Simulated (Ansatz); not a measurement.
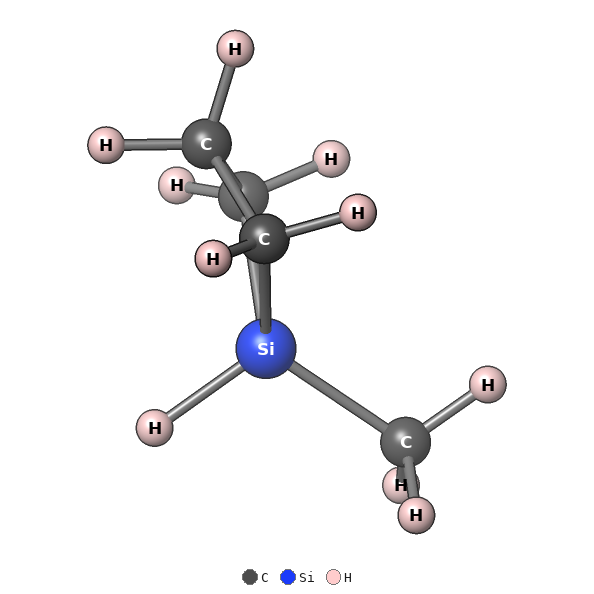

Depth is shown by fading: the farther an atom, the more it takes the colour of the background. Computed geometry: PBE-D4/def2-SVP optimisation. No frequency run is at hand to confirm it as a minimum.

Q: List the symmetry elements and name the point group.

A: It has 1 mirror plane, so the point group is Cs. The group has 2 operations. The geometry is achiral, and symmetry allows a dipole moment.
